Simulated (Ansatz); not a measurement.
SiC (wurtzite): energy over volume and axial ratio

SiC (wurtzite)

```
CELL_PARAMETERS angstrom
      3.09192     0.00000     0.00000
     -1.54596     2.67768     0.00000
      0.00000     0.00000     5.07421
ATOMIC_POSITIONS crystal
  Si 0.66667 0.33333 0.00052
  Si 0.33333 0.66667 0.50052
  C  0.66667 0.33333 0.62468
  C  0.33333 0.66667 0.12468
```

Grid over V/V₀ and (c/a)/(c/a)₀, subscript 0 meaning the relaxed cell; the conventional c axis lies along z; no internal relaxation.

Level of theory: PBE (plane waves to 420 eV, PAW, scalar-relativistic; Ansatz, a first-principles code). k mesh 12×12×7 (Γ-centred), Fermi-Dirac smearing 0.05 eV. Energies are smeared free energies. Stress and pressure are positive under compression. As the atoms are clamped, bonds stretch with the cell, which overstates energies and stresses. SiC was relaxed with its symmetry unable to fall. The PAW data are Ansatz's earlier set. The zero of ΔE is the relaxed starting cell.

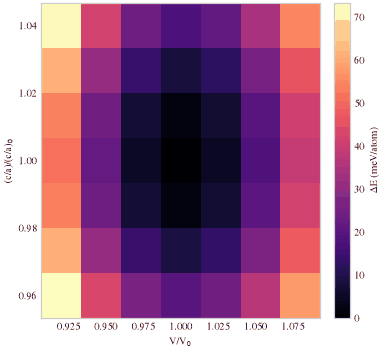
Figure. ΔE (meV/atom) over the 7×7 grid of computed points.

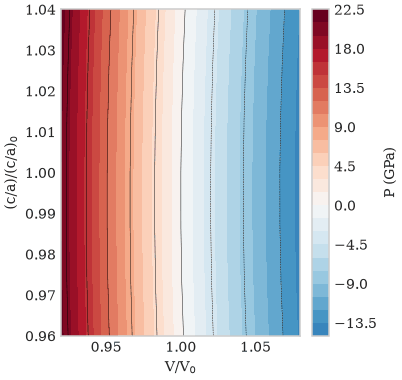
Fig. 1. P (GPa) over the 7×7 grid of computed points.

The modulus against c/a change at fixed volume, (3/4V)·∂²E/∂(ln c/a)² (fit, atoms clamped) comes out as 269 GPa, an upper bound as the atoms could relax. Highest place on the grid: V/V₀ = 0.920, (c/a)/(c/a)₀ = 0.960 (73.3 meV/atom). Lowest place on the grid: V/V₀ = 1.000, (c/a)/(c/a)₀ = 1.000 (0.0 meV/atom).

Near the relaxed cell σzz − σxx = −2Cδ (compression positive), C being this modulus and δ the logarithm of the ratio.

(A scan under strain: stresses follow from slopes of the energy per volume, elastic moduli from its curvatures.)
